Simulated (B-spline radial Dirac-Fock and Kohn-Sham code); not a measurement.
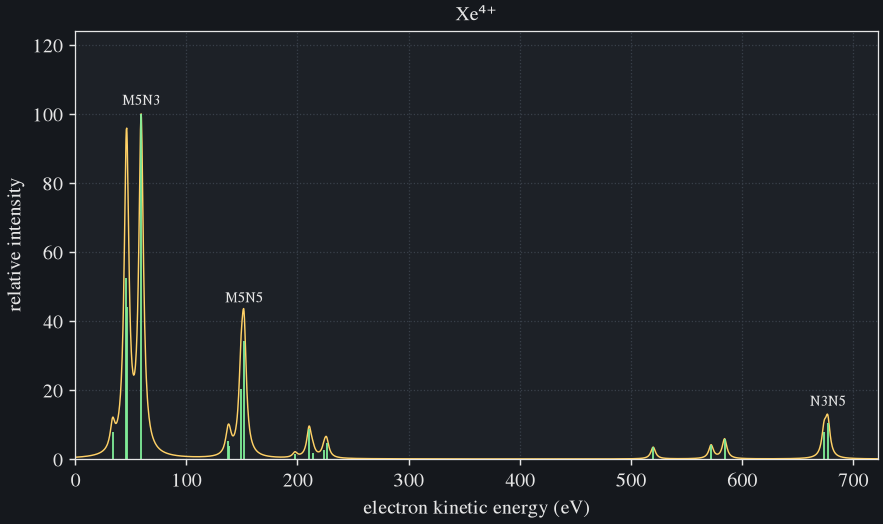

Auger and Coster–Kronig groups that fill an M3 (3p3/2) hole, broadened by 5.0 eV full width. Kinetic energies count from the vacuum level; very weak lines are left out. Species: the ion Xe⁴⁺, configuration [Kr] 4d10 5s2 5p2, inside a Watson sphere of charge −4 and radius 2.2 Å that stands in for a crystal. Method: independent-particle Coulomb rates on relativistic LDA orbitals, configuration-average energies from Dirac–Fock (computed with a B-spline radial code). Widths ruled by Coster–Kronig decay come out up to twice the measured ones in this model.

Question: How wide is the M3 level from this decay?

Answer: The non-radiative width is 4.83 eV.

Question: Which of the lines shown has the highest kinetic energy, and why?

Answer: M3-N3N5 at 677.3 eV: its two-hole final state is the least tightly bound of those shown, so the most energy is left to the electron.

Question: Which group is strongest?

Answer: M3-M5N3 at 59.37 eV, 31 % of the non-radiative width.
